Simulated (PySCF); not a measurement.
# C₆H₇FO₂Si: what the fields show

```yaml
atoms:
  - { symbol: O, position_ang: [4.3847, 0.8368, -0.9164] }
  - { symbol: C, position_ang: [3.6652, 0.0725, -0.3252] }
  - { symbol: O, position_ang: [4.1000, -0.7435, 0.6490] }
  - { symbol: C, position_ang: [2.2616, -0.0758, -0.5638] }
  - { symbol: C, position_ang: [1.0882, -0.1695, -0.8197] }
  - { symbol: C, position_ang: [-0.3150, -0.2553, -1.0927] }
  - { symbol: Si, position_ang: [-1.2665, 1.1320, -0.1910] }
  - { symbol: C, position_ang: [-2.1058, 0.6779, 1.4369] }
  - { symbol: C, position_ang: [-3.0653, 0.6970, 0.2394] }
  - { symbol: F, position_ang: [-3.5762, -0.5314, -0.1090] }
  - { symbol: H, position_ang: [5.0523, -0.6169, 0.7806] }
  - { symbol: H, position_ang: [-0.4729, -0.1730, -2.1702] }
  - { symbol: H, position_ang: [-0.6965, -1.2255, -0.7676] }
  - { symbol: H, position_ang: [-0.9265, 2.5092, -0.4906] }
  - { symbol: H, position_ang: [-2.3015, 1.4180, 2.1990] }
  - { symbol: H, position_ang: [-1.9519, -0.3018, 1.8690] }
  - { symbol: H, position_ang: [-3.8807, 1.4109, 0.2622] }
```

Geometry: GFN2-xTB.

Theory: PBE0/pcSseg-1, SCF density, gas phase, non-relativistic (PySCF).

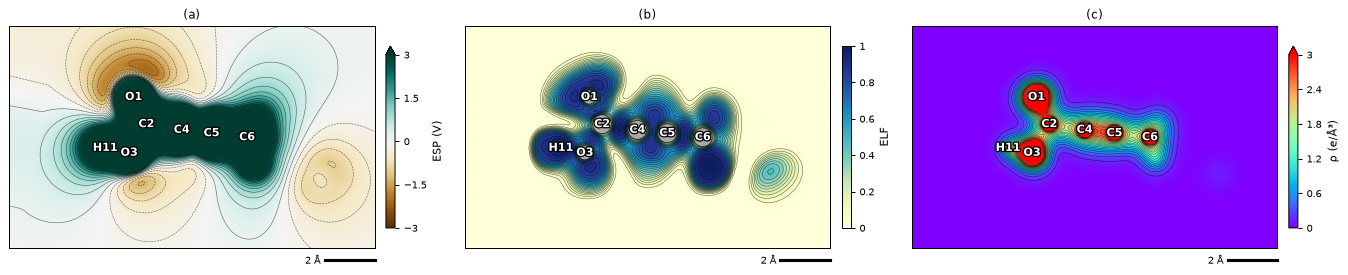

Figure 1. (a) electrostatic potential; (b) electron localisation function; (c) total electron density on the plane of atoms O1, C2 and O3. Grey discs cover the atomic cores in the ELF map.

Interpret the plot.

Answer. The plane passes through O, C and H nuclei.
C–C (1.20 Å): ρ is about 2.7 e/Å³ halfway; the ELF peaks at about 0.85 between the atoms (a multiple bond).
C–O (1.20 Å): ρ is about 3.3 e/Å³ halfway; the ELF peaks at about 0.85 between the atoms; a multiple bond.
O–H (0.97 Å): ρ is about 3.7 e/Å³ halfway; the ELF climbs to about 1 towards the hydrogen, as it does in any bond to H (a covalent bond by its length).
C–O (1.34 Å): ρ is about 2.4 e/Å³ halfway; the ELF peaks at about 0.90 between the atoms: a shared but strongly polarised pair.
The ELF also peaks beside O3 and O1, away from the bonds: lone-pair regions.
Outside the dense part of the molecule the potential is most negative (−2.1 V) near O1.

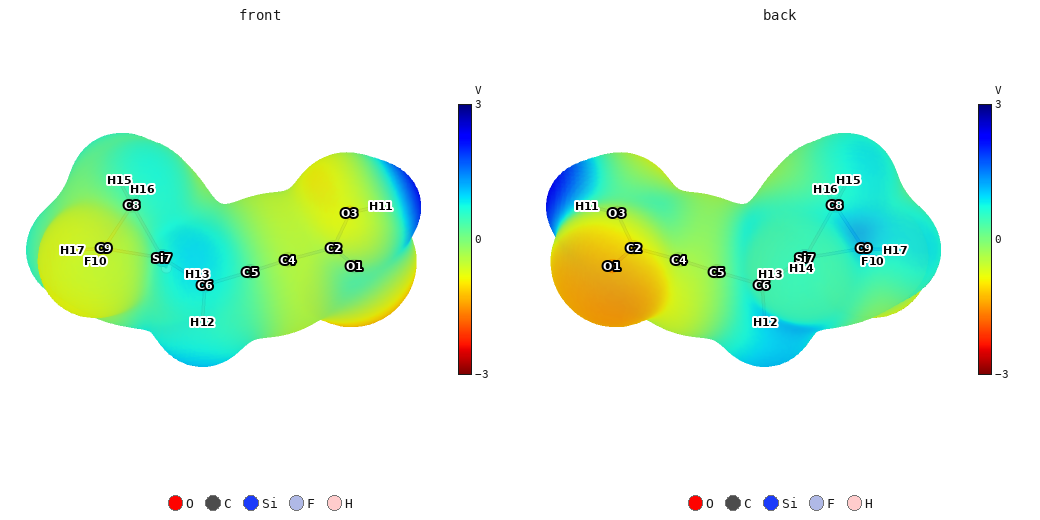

Figure 2. The molecular electrostatic potential painted on the density surface at 0.001 e/bohr³, seen from the front and from behind; the colour scale runs from red (negative) to blue (positive).

Describe the electrostatic potential map.

Answer. The most negative region (about −1.5 V, or −35 kcal/mol for a unit charge) lies over O1, the most positive (about +2.1 V, or +48 kcal/mol for a unit charge) over H11. O1 is the likeliest acceptor of a hydrogen bond.

What dipole moment does the calculation give?

Answer. Its dipole moment is 1.62 D.
